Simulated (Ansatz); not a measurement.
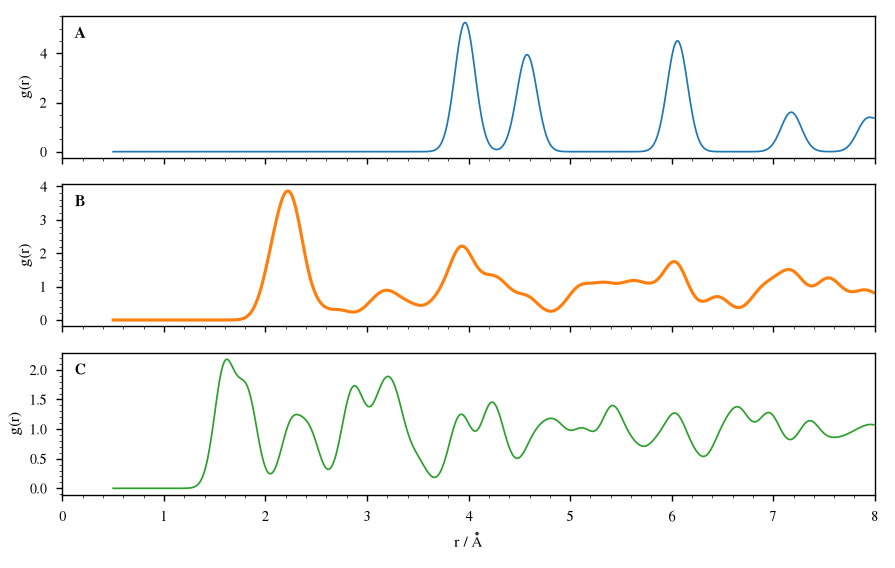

Element-resolved g(r), computed from the atomic positions of Be₁₆F (periodic cell with a defect put in), each distance broadened by a Gaussian of σ = 0.10 Å. Structure used: coordinates from a relaxation with DFT PBE, scalar-relativistic, plane waves, PAW in Ansatz 0.2.0; the starting structure was generated, so it need not be a known form of this composition.

```
CELL_PARAMETERS angstrom
3.96640 0.00000 0.00000
0.00000 4.58000 0.00000
0.00000 0.00000 7.17686
ATOMIC_POSITIONS crystal
Be 0.49609 0.25571 0.00304
Be 0.67435 0.47403 0.75168
Be 0.49646 0.28855 0.48215
Be 0.66780 0.50288 0.23923
Be 0.99742 0.50276 0.00960
Be 0.06992 0.74452 0.77414
Be 0.99186 0.47419 0.49718
Be 0.16402 0.75107 0.25149
Be 0.50119 0.75097 0.99733
Be 0.67528 0.03041 0.76102
Be 0.59636 0.74448 0.47480
Be 0.66500 0.01294 0.24404
Be 0.00037 0.01298 0.00485
Be 0.16960 0.28858 0.76670
Be 0.99030 0.03061 0.48796
Be 0.16927 0.25582 0.24582
F 0.33267 0.87119 0.62414
```

Question: Which pair of elements belongs to which panel?

Answer: panel A is F–F (first distance 3.97 Å); panel B is Be–Be (first distance 2.00–2.04 Å); panel C is Be–F (first distance 1.61 Å).

Question: Tabulate the first and second shells, merging distances less than 0.12 Å apart and averaging over sites.

Answer:
```
 pair  first shell (Å)  neighbours in it  second shell (Å)  neighbours in the second
  F–F             3.97         2 F per F              4.58                         2
Be–Be        2.00–2.55   11.38 Be per Be         2.70–2.85                      0.88
 Be–F             1.61     0.12 F per Be              1.83                      0.12
```
